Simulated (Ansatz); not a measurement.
# CH5FOSi: molecular dynamics

Purpose: to follow the molecule's vibrations and see whether its bonds hold. The start is relaxed first. Runs: 500 steps of 0.5 fs under a Nosé-Hoover thermostat at 300 K. SMILES of the start: CO[SiH2]F.

Method: RKS revPBE-D4/def2-mTZVP, in Ansatz 0.2.0.

### Step 1. Starting point

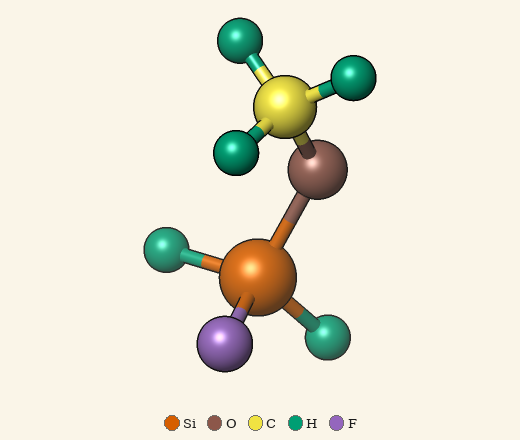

The starting structure, seen from a free direction (silicon orange, oxygen brown, carbon yellow, hydrogen teal, fluorine purple).

Coordinates:

```xyz
9

Si    0.0000    0.0000    0.0000
O     0.0000    0.0000    1.6800
C    -1.1112   -0.3437    2.4945
H    -1.8140   -0.9775    1.9143
H    -0.7584   -0.9037    3.3856
H    -1.6313    0.5809    2.8212
H     1.3768    0.0000   -0.4862
H    -0.6877    1.1914   -0.4862
F    -0.7489   -1.2974   -0.5295
```

### Step 2. Preparing the start

The input, input.yaml:

```yaml
crystal:
  periodic: [false, false, false]
  atoms:
    - { symbol: Si, position_ang: [0.0, 0.0, 0.0] }
    - { symbol: O, position_ang: [0.0, 0.0, 1.68] }
    - { symbol: C, position_ang: [-1.1112, -0.3437, 2.4945] }
    - { symbol: H, position_ang: [-1.814, -0.9775, 1.9143] }
    - { symbol: H, position_ang: [-0.7584, -0.9037, 3.3856] }
    - { symbol: H, position_ang: [-1.6313, 0.5809, 2.8212] }
    - { symbol: H, position_ang: [1.3768, 0.0, -0.4862] }
    - { symbol: H, position_ang: [-0.6877, 1.1914, -0.4862] }
    - { symbol: F, position_ang: [-0.7489, -1.2974, -0.5295] }
basis:
  gaussian: { orbitals: def2-mTZVP }
hamiltonian:
  xc: revpbe
  dispersion: d4
relax:
  f_tol: 0.02
  max_steps: 40
```

Started as:

```bash
$ ansatz run input.yaml --threads 2 --pin off --max-ram 3072MiB --backend cpu --events-out ev --progress --plain --runs-dir out
```

Output, cut to the lines that bear on the results:

```text
Warning: RAYON_NUM_THREADS=2 ignored (pool sized by the plan → 2); use --threads N
[...]
Functional definition: revPBE
[...]
913 factors; their error is unknown
[...]
mean field -13760.87531149 eV, -505.7028402410 hartree, gradient 1.9e-5 eV, S^2 0.000000; 0 other end points of the search recorded, 0 dependent functions left out
[...]
reference -13760.87536272 eV, -505.7028421236 hartree; 21, 21 occupied and 78, 78 virtual orbitals, 913 factors
relax step   1: F+E_penalty+E_count = -13761.34193713 eV  Δ(F+E_penalty+E_count) = +0.000e0 eV  max|allowed force component| = 1.621e0 eV/Å  Δτ_max = 0.0000 Å  (27 SCF iters, accepted)
[...]
relax step   4: F+E_penalty+E_count = -13761.44779440 eV  Δ(F+E_penalty+E_count) = +1.087e-2 eV  max|allowed force component| = 5.885e-1 eV/Å  Δτ_max = 0.2000 Å  (36 SCF iters, rejected (line search))
[...]
relax step   7: F+E_penalty+E_count = -13761.48391348 eV  Δ(F+E_penalty+E_count) = -3.108e-3 eV  max|allowed force component| = 1.429e-1 eV/Å  Δτ_max = 0.0672 Å  (29 SCF iters, accepted)
[...]
relax step  10: F+E_penalty+E_count = -13761.49061514 eV  Δ(F+E_penalty+E_count) = -1.714e-3 eV  max|allowed force component| = 6.424e-2 eV/Å  Δτ_max = 0.0108 Å  (31 SCF iters, accepted)
[...]
relax step  13: F+E_penalty+E_count = -13761.49157924 eV  Δ(F+E_penalty+E_count) = -1.410e-4 eV  max|allowed force component| = 1.344e-2 eV/Å  Δτ_max = 0.0214 Å  (30 SCF iters, accepted)
[...]
relax step  14: F+E_penalty+E_count = -13761.49163425 eV  Δ(F+E_penalty+E_count) = -5.501e-5 eV  max|allowed force component| = 1.388e-2 eV/Å  Δτ_max = 0.0215 Å  (30 SCF iters, accepted)
913 factors; their error is unknown
[...]
mean field -13761.02873132 eV, -505.7084783159 hartree, gradient 2.5e-5 eV, S^2 0.000000; 1 other end points of the search recorded, 0 dependent functions left out
[...]
reference -13761.02878297 eV, -505.7084802138 hartree; 21, 21 occupied and 78, 78 virtual orbitals, 913 factors
Total energy: -13761.49168589 eV, -505.7254915825 hartree
Atom 0 at     0.011345    -0.000157     0.026489 Å, force    -0.013885    -0.005213     0.008026 eV/Å
Atom 1 at     0.052154    -0.406114     1.628931 Å, force     0.007974    -0.002775    -0.003366 eV/Å
Atom 2 at    -1.112982    -0.385774     2.473619 Å, force    -0.012602     0.001165     0.006248 eV/Å
Atom 3 at    -1.765264    -1.248987     2.264004 Å, force     0.008946     0.010916     0.001061 eV/Å
Atom 4 at    -0.769965    -0.442917     3.516164 Å, force    -0.004044     0.001437    -0.011721 eV/Å
Atom 5 at    -1.693687     0.544180     2.341612 Å, force     0.003717    -0.009246     0.002088 eV/Å
Atom 6 at     1.424889    -0.004079    -0.435068 Å, force    -0.001831     0.003967    -0.002849 eV/Å
Atom 7 at    -0.703094     1.298931    -0.178524 Å, force     0.007528    -0.001968     0.000046 eV/Å
Atom 8 at    -0.818095    -1.105082    -0.843527 Å, force     0.004196     0.001717     0.000467 eV/Å
Dipole moment:    -0.101944     0.210404     0.250890 e Å
```

Wall time 27 s (2 threads of Arm Neoverse V1, shared host); peak memory 0.17 GiB.

Relaxation path:

```csv
step,energy from step 1 (eV),largest force component (eV/Å)
1,0.0000,1.6209
2,-0.0851,0.9456
3,-0.1167,0.1496
4x,-0.1059,0.5885
5,-0.1311,0.0809
6,-0.1389,0.1232
7,-0.1420,0.1429
8,-0.1450,0.0944
9,-0.1470,0.1954
10,-0.1487,0.0642
11,-0.1494,0.0205
12,-0.1495,0.0148
13,-0.1496,0.0134
14,-0.1497,0.0139
```

Step 1 is the start. 1 step was tried and not accepted (4; marked x where the table lists them).

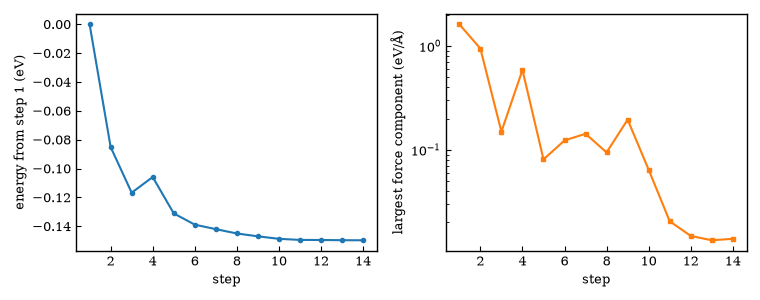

How energy and force went from step to step.

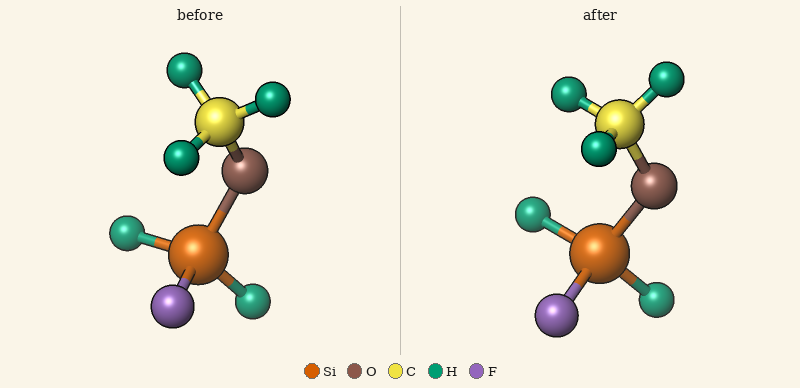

The structure before (left) and after (right), drawn at the same scale.

After: Bond lengths: Si1–O2 1.654 Å, O2–C3 1.439 Å, C3–H4 1.102 Å, C3–H5 1.099 Å, C3–H6 1.104 Å, Si1–H7 1.487 Å, Si1–H8 1.497 Å, Si1–F9 1.633 Å. Angles: Si1–O2–C3 123.0°, O2–Si1–H7 106.1°, O2–Si1–H8 111.0°, O2–Si1–F9 111.3°, H7–Si1–H8 114.4°, H7–Si1–F9 108.4°, H8–Si1–F9 105.8°, O2–C3–H4 110.9°, O2–C3–H5 107.7°, O2–C3–H6 111.6°, H4–C3–H5 108.9°, H4–C3–H6 109.0°, H5–C3–H6 108.7°.

### Step 3. The run

500 steps of 0.5 fs under a Nosé-Hoover thermostat at 300 K, from the relaxed start.

The input, input.yaml:

```yaml
crystal:
  periodic: [false, false, false]
  atoms:
    - { symbol: Si, position_ang: [0.011345, -0.000157, 0.026489] }
    - { symbol: O, position_ang: [0.052154, -0.406114, 1.628931] }
    - { symbol: C, position_ang: [-1.112982, -0.385774, 2.473619] }
    - { symbol: H, position_ang: [-1.765264, -1.248987, 2.264004] }
    - { symbol: H, position_ang: [-0.769965, -0.442917, 3.516164] }
    - { symbol: H, position_ang: [-1.693687, 0.54418, 2.341612] }
    - { symbol: H, position_ang: [1.424889, -0.004079, -0.435068] }
    - { symbol: H, position_ang: [-0.703094, 1.298931, -0.178524] }
    - { symbol: F, position_ang: [-0.818095, -1.105082, -0.843527] }
basis:
  gaussian: { orbitals: def2-mTZVP }
hamiltonian:
  xc: revpbe
  dispersion: d4
md:
  timestep: 0.5
  n_steps: 500
  ensemble: nvt_nose_hoover
  temperature: 300.0
  initial_velocities: maxwell_boltzmann
  seed: 462301
  nose_hoover: { tau: 50.0, chain_length: 1 }
```

Started as:

```bash
$ ansatz run input.yaml --threads 2 --pin off --max-ram 3072MiB --backend cpu --events-out ev --progress --plain --runs-dir out
```

Output, cut to the lines that bear on the results:

```text
Warning: RAYON_NUM_THREADS=2 ignored (pool sized by the plan → 2); use --threads N
[...]
Functional definition: revPBE
[...]
913 factors; their error is unknown
[...]
mean field -13761.02873135 eV, -505.7084783169 hartree, gradient 2.0e-5 eV, S^2 0.000000; 0 other end points of the search recorded, 0 dependent functions left out
[...]
reference -13761.02878271 eV, -505.7084802044 hartree; 21, 21 occupied and 78, 78 virtual orbitals, 913 factors
md step     0: t =     0.00 fs  T =   300.0 K  F+E_penalty+E_count = -13761.49163427 eV  E_kin = 0.271446 eV  conserved = -13761.22018828 eV  (27 SCF iters)
[...]
md step    17: t =     8.50 fs  T =    90.0 K  F+E_penalty+E_count = -13761.29973406 eV  E_kin = 0.081415 eV  conserved = -13761.21921884 eV  (49 SCF iters, 3 dispersion substeps)
[...]
md step    34: t =    17.00 fs  T =   170.9 K  F+E_penalty+E_count = -13761.36812549 eV  E_kin = 0.154654 eV  conserved = -13761.21982231 eV  (31 SCF iters, 3 dispersion substeps)
[...]
md step    51: t =    25.50 fs  T =   155.6 K  F+E_penalty+E_count = -13761.34357081 eV  E_kin = 0.140770 eV  conserved = -13761.21936107 eV  (32 SCF iters, 3 dispersion substeps)
[...]
md step    68: t =    34.00 fs  T =   147.0 K  F+E_penalty+E_count = -13761.32226558 eV  E_kin = 0.133045 eV  conserved = -13761.21962246 eV  (31 SCF iters, 3 dispersion substeps)
md step    69: t =    34.50 fs  T =   135.4 K  F+E_penalty+E_count = -13761.31085555 eV  E_kin = 0.122538 eV  conserved = -13761.21951771 eV  (31 SCF iters, 3 dispersion substeps)
md step    70: t =    35.00 fs  T =   124.2 K  F+E_penalty+E_count = -13761.29981976 eV  E_kin = 0.112349 eV  conserved = -13761.21941803 eV  (31 SCF iters, 3 dispersion substeps)
```

### Step 4. The output, continued: dynamics from the start

The log, continued, cut to the lines that bear on the results:

```text
md step    71: t =    35.50 fs  T =   115.0 K  F+E_penalty+E_count = -13761.29070020 eV  E_kin = 0.104009 eV  conserved = -13761.21933801 eV  (32 SCF iters, 3 dispersion substeps)
[...]
md step    93: t =    46.50 fs  T =   218.8 K  F+E_penalty+E_count = -13761.35662992 eV  E_kin = 0.197966 eV  conserved = -13761.21947466 eV  (31 SCF iters, 3 dispersion substeps)
[...]
md step   115: t =    57.50 fs  T =   240.2 K  F+E_penalty+E_count = -13761.33994190 eV  E_kin = 0.217376 eV  conserved = -13761.21946764 eV  (32 SCF iters, 3 dispersion substeps)
[...]
md step   137: t =    68.50 fs  T =   236.6 K  F+E_penalty+E_count = -13761.29818247 eV  E_kin = 0.214109 eV  conserved = -13761.21942488 eV  (32 SCF iters, 3 dispersion substeps)
[...]
md step   159: t =    79.50 fs  T =   206.7 K  F+E_penalty+E_count = -13761.20805519 eV  E_kin = 0.187048 eV  conserved = -13761.21914889 eV  (31 SCF iters, 3 dispersion substeps)
md step   160: t =    80.00 fs  T =   196.5 K  F+E_penalty+E_count = -13761.19656994 eV  E_kin = 0.177766 eV  conserved = -13761.21912070 eV  (31 SCF iters, 3 dispersion substeps)
md step   161: t =    80.50 fs  T =   186.2 K  F+E_penalty+E_count = -13761.18516577 eV  E_kin = 0.168497 eV  conserved = -13761.21906304 eV  (31 SCF iters, 3 dispersion substeps)
```

### Step 5. The output, continued: dynamics from the start

Output, continued, cut to the lines that bear on the results:

```text
md step   162: t =    81.00 fs  T =   176.8 K  F+E_penalty+E_count = -13761.17457426 eV  E_kin = 0.159980 eV  conserved = -13761.21897059 eV  (31 SCF iters, 3 dispersion substeps)
[...]
md step   180: t =    90.00 fs  T =   359.1 K  F+E_penalty+E_count = -13761.28807929 eV  E_kin = 0.324965 eV  conserved = -13761.21929389 eV  (31 SCF iters, 3 dispersion substeps)
[...]
md step   198: t =    99.00 fs  T =   339.2 K  F+E_penalty+E_count = -13761.20960114 eV  E_kin = 0.306891 eV  conserved = -13761.21876084 eV  (32 SCF iters, 3 dispersion substeps)
[...]
md step   216: t =   108.00 fs  T =   285.8 K  F+E_penalty+E_count = -13761.08498728 eV  E_kin = 0.258637 eV  conserved = -13761.21883403 eV  (31 SCF iters, 3 dispersion substeps)
[...]
Total energy: -13761.29959980 eV, -505.7184325488 hartree
Atom 0 at    -0.068884    -0.009987     0.031109 Å, force     0.573264    -0.110287     0.078782 eV/Å
Atom 1 at     0.094116    -0.410512     1.655845 Å, force    -0.952046     0.193930     0.200000 eV/Å
Atom 2 at    -1.085168    -0.304009     2.545522 Å, force    -0.188019    -0.276002    -1.242449 eV/Å
Atom 3 at    -2.034627    -0.356891     1.981329 Å, force     0.134818     0.001188    -0.090648 eV/Å
Atom 4 at    -1.123130    -1.099119     3.269208 Å, force     0.436854    -0.905857     0.250450 eV/Å
Atom 5 at    -1.120161     0.598643     3.128198 Å, force     0.453737     1.016597     0.125160 eV/Å
Atom 6 at     1.339415     0.168937    -0.522260 Å, force    -0.497826     0.075590     0.363502 eV/Å
Atom 7 at    -1.035410     1.106160    -0.134045 Å, force     0.067901     0.291169     0.088108 eV/Å
Atom 8 at    -0.727649    -1.152897    -0.929847 Å, force    -0.028684    -0.286327     0.227094 eV/Å
Dipole moment:    -0.164032     0.243903     0.315031 e Å
```

Run time: 14 min. Hardware: 2 threads of Arm Neoverse V1, shared host; peak memory 0.17 GiB.

### Step 6. What the atoms did

One step in 20; energies are changes from step 0:

```csv
time (fs),T (K),potential energy change (meV/atom),conserved energy change (meV/atom)
0.0,300,0.0,0.00
10.0,129,17.4,0.05
20.0,150,16.2,0.10
30.0,168,15.9,0.08
40.0,164,18.1,0.06
50.0,166,21.4,0.07
60.0,198,22.1,0.10
70.0,258,20.2,0.11
80.0,196,32.8,0.12
90.0,359,22.6,0.10
100.0,381,28.1,0.17
110.0,234,51.6,0.18
120.0,515,32.1,0.13
130.0,397,52.7,0.25
140.0,343,64.8,0.33
150.0,472,59.3,0.29
160.0,700,39.4,0.12
170.0,397,70.8,0.29
180.0,500,57.3,0.40
190.0,534,48.3,0.11
200.0,500,45.8,0.15
210.0,282,59.3,0.30
220.0,432,36.3,0.25
230.0,334,36.5,0.16
240.0,204,41.2,0.12
250.0,335,21.3,0.11
```

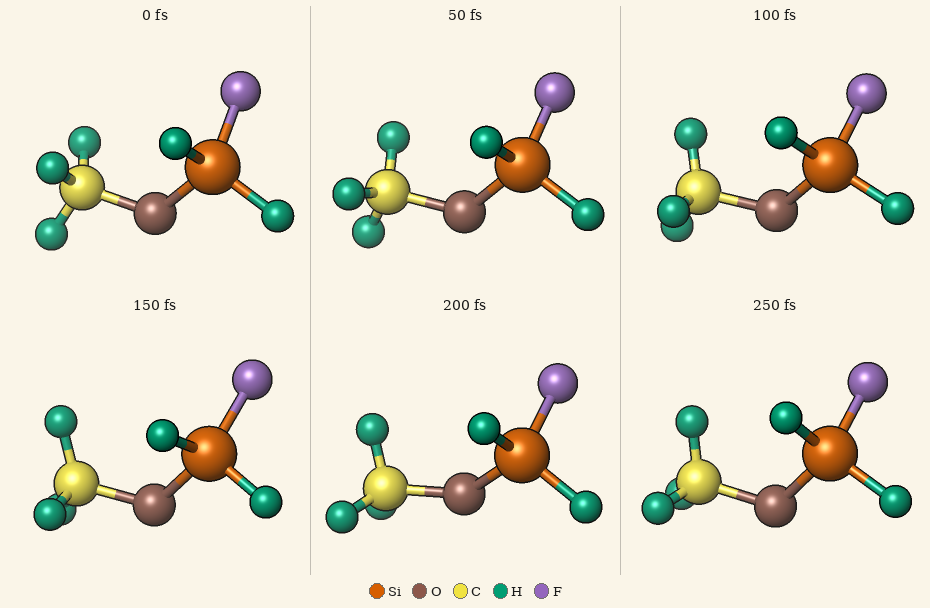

The system at six times, viewed from a chosen angle. Sticks join atoms within a bonding distance in each frame.

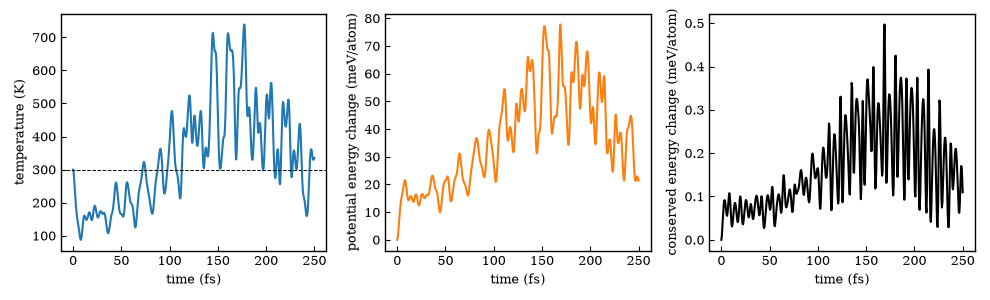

Traces against time; each panel has its own scale. The dashed line is the set temperature.

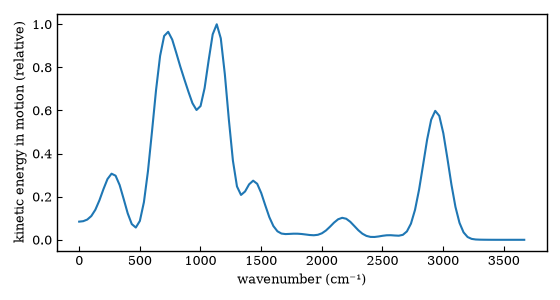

Power spectrum of the mass-weighted velocities; a run of 250 fs resolves no finer than about 270 cm⁻¹.

Maxima of the velocity power spectrum (cm⁻¹, relative height; resolution about 270 cm⁻¹): 270 (31), 730 (97), 1130 (100), 1430 (27), 2940 (60).

### Step 7. Snapshots as a file

Positions (Å) and forces (eV/Å):

```xyz
9
time_fs=31.0 T=167 dE=0.1466
Si   -0.013   -0.014    0.051   -0.027   -0.543   -1.308
O     0.035   -0.370    1.637    0.342   -0.549    0.188
C    -1.085   -0.374    2.513    0.561    1.132    0.063
H    -1.827   -1.078    2.195   -0.828   -0.495   -0.193
H    -0.706   -0.632    3.487    0.102   -0.344    0.745
H    -1.450    0.661    2.574   -0.565   -0.049    0.064
H     1.435   -0.107   -0.279   -0.056    0.255   -0.277
H    -0.767    1.250   -0.209    0.117    0.093    0.009
F    -0.796   -1.120   -0.925    0.353    0.501    0.709
9
time_fs=62.5 T=173 dE=0.2310
Si    0.009    0.029    0.006   -1.247   -1.327    0.402
O    -0.003   -0.447    1.617   -0.215   -0.199   -0.256
C    -1.097   -0.359    2.579    0.150    2.101   -0.398
H    -2.065   -0.797    2.327    0.104   -0.674   -0.633
H    -0.748   -0.769    3.522    0.201   -0.155    0.249
H    -1.357    0.740    2.722    0.393   -0.811    0.123
H     1.410    0.081   -0.526   -0.190    0.149    0.287
H    -0.904    1.203   -0.122    0.272    0.286   -0.147
F    -0.769   -1.148   -0.891    0.532    0.630    0.373
9
time_fs=94.0 T=238 dE=0.3425
Si   -0.059    0.034    0.024    0.968   -0.395    0.513
O     0.013   -0.520    1.601   -0.297   -0.299   -0.553
C    -1.075   -0.313    2.523    0.142    1.720    0.645
H    -2.126   -0.649    2.206    1.295    0.416    0.058
H    -0.814   -0.775    3.497   -0.092   -0.229   -0.429
H    -0.981    0.812    2.720   -1.112   -1.055    0.069
H     1.369    0.010   -0.488   -0.339    0.508    0.297
H    -0.922    1.252   -0.155    0.240   -0.020    0.116
F    -0.707   -1.132   -0.861   -0.804   -0.647   -0.716
9
time_fs=125.0 T=442 dE=0.3971
Si   -0.093   -0.038    0.069    1.325    1.381   -0.539
O     0.066   -0.465    1.640   -0.036   -1.254   -0.621
C    -1.061   -0.272    2.499   -0.067   -0.227    0.513
H    -2.098   -0.407    2.074    0.881   -0.317    0.157
H    -0.868   -0.848    3.422   -0.449   -0.140   -0.266
H    -0.908    0.749    2.723   -0.751    1.619    1.015
H     1.355    0.279   -0.341   -0.745   -0.190    0.020
H    -1.067    1.090   -0.079    0.111    0.130    0.154
F    -0.704   -1.109   -0.947   -0.269   -1.002   -0.435
9
time_fs=156.0 T=397 dE=0.6169
Si   -0.047   -0.006    0.033   -0.659   -0.086   -0.041
O     0.035   -0.446    1.665   -0.733   -0.830   -0.963
C    -1.087   -0.290    2.608    1.910    0.307    0.592
H    -2.105   -0.276    2.313   -1.147   -0.662   -1.380
H    -0.979   -0.943    3.490    0.259   -0.312   -0.444
H    -0.927    0.699    2.951    0.062    1.395    0.915
H     1.302    0.509   -0.465   -0.295   -0.869    0.224
H    -0.897    1.228    0.007   -0.351   -0.237   -0.211
F    -0.729   -1.179   -1.010    0.954    1.294    1.308
9
time_fs=187.5 T=416 dE=0.5581
Si   -0.067    0.043    0.011    2.160   -0.746   -0.818
O    -0.091   -0.446    1.554   -0.191   -0.825    0.282
C    -1.026   -0.339    2.608    1.138    2.139    1.949
H    -2.095   -0.352    2.340    0.124    0.000   -0.224
H    -0.823   -1.104    3.408   -0.118    0.273   -0.772
H    -0.714    0.695    3.086   -1.242   -1.547   -0.290
H     1.429    0.085   -0.321   -0.590   -0.190    0.019
H    -0.459    1.452   -0.229   -0.971   -0.001   -0.143
F    -0.681   -1.199   -0.884   -0.310    0.898   -0.005
9
time_fs=219.0 T=462 dE=0.3075
Si   -0.043   -0.013   -0.002    0.532    2.197    0.967
O    -0.044   -0.422    1.588    0.273   -0.314    0.150
C    -1.055   -0.332    2.615    0.975    2.140    0.137
H    -2.066   -0.333    2.189   -0.164   -0.148    0.070
H    -0.886   -1.177    3.301   -0.195    0.260    0.083
H    -0.873    0.721    3.132   -0.538   -2.004   -0.472
H     1.383    0.327   -0.407   -0.400   -0.471    0.139
H    -0.925    1.171   -0.282    0.050    0.062    0.153
F    -0.700   -1.137   -0.879   -0.533   -1.722   -1.227
9
time_fs=250.0 T=335 dE=0.1921
Si   -0.069   -0.010    0.031    0.573   -0.110    0.079
O     0.094   -0.410    1.656   -0.952    0.194    0.200
C    -1.085   -0.304    2.546   -0.188   -0.276   -1.242
H    -2.035   -0.357    1.981    0.135    0.001   -0.091
H    -1.123   -1.099    3.269    0.437   -0.906    0.250
H    -1.120    0.599    3.128    0.454    1.017    0.125
H     1.339    0.169   -0.522   -0.498    0.076    0.363
H    -1.035    1.106   -0.134    0.068    0.291    0.088
F    -0.728   -1.153   -0.930   -0.029   -0.286    0.227
```

### Step 8. What came out

| quantity | value |
| --- | --- |
| relaxation of the start | 12 moves, 0.150 eV lower |
| length | 500 steps of 0.5 fs |
| temperature, first and last step | 300 and 335 K |
| temperature, second half | mean 434 K, from 159 to 739 K |
| potential energy, second half | +48 meV/atom from the start |
| largest change of the conserved energy | 0.50 meV/atom |
| bonds formed or broken | 0 |

**Reading.** Against a set 300 K the second half averages 434 K with a spread of 131 K. In 250 fs the run doesn't reach equilibrium. The conserved energy strays from its start by at most 0.50 meV/atom, 1.5 % of the mean kinetic energy, which is good for a step of 0.5 fs. No bond forms or breaks. 250 fs on 9 atoms is far too short and small for converged averages. The nuclei move classically, without zero-point motion, which matters most for hydrogen.
